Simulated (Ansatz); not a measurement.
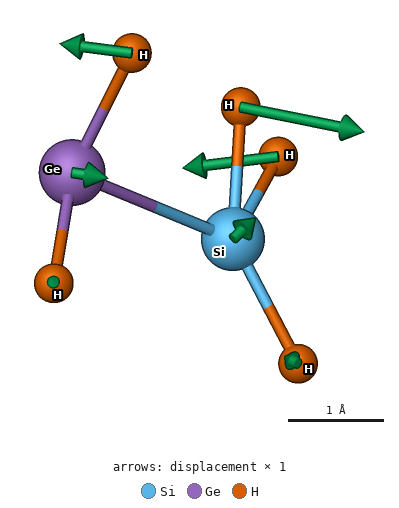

This is a relaxation of GeSiH₅ (charge +1). The starting structure is drawn; green arrows show the displacements, at their true length. The two geometries are superimposed by the best rigid fit.

A ball-and-stick model, seen from a free direction.

It is one of the separated reactants of a reaction.

Level of theory: RKS PBE-D4/def2-SVP in Ansatz 0.2.0.

Input
```yaml
crystal:
  periodic: [false, false, false]
  atoms:
    - {symbol: Si, position_ang: [-0.346799, -1.238559, 0.056471]}
    - {symbol: Ge, position_ang: [0.282621, 1.080458, -0.081973]}
    - {symbol: H, position_ang: [0.048630, -2.106240, 1.189494]}
    - {symbol: H, position_ang: [-1.154513, -1.973479, -0.943706]}
    - {symbol: H, position_ang: [-0.321310, 1.602733, -1.377839]}
    - {symbol: H, position_ang: [-0.317513, 1.644455, 1.206463]}
    - {symbol: H, position_ang: [0.011384, -1.085491, 1.422002]}
basis:
  gaussian: {orbitals: def2-SVP}
total_charge: 1
hamiltonian: {xc: pbe, dispersion: d4}
relax: {f_tol: 0.03, max_steps: 250}
```

Run as
```bash
ansatz run in.yaml --threads 2 --pin off --events-out ev --progress --plain --max-ram 4352MiB
```

### Atoms of which element are displaced furthest, and by how much?

Hydrogen: up to 1.43 Å, against 0.40 Å for germanium.

### What happened in the run?

Over 10 geometry steps the energy falls by 3.484 eV. The largest force component goes from 4.1 to 0.013 eV/Å. The atom that moves furthest after the best rigid fit is H7 (1.43 Å). Largest moves by element: H 1.43 Å, Ge 0.40 Å, Si 0.37 Å. Among the contacts that change: Si1–H7 1.420 → 1.500 Å, Ge2–H5 1.522 → 1.552 Å, Ge2–H6 1.529 → 1.552 Å, Si1–H3 1.481 → 1.501 Å. Among the angles between lasting bonds that change: H3–Si1–H7 42.3° → 113.2°, H4–Si1–H7 147.2° → 115.9°, Ge2–Si1–H3 122.6° → 101.0°. The run took 19 s on 2 threads of Arm Neoverse N1, on a shared host.
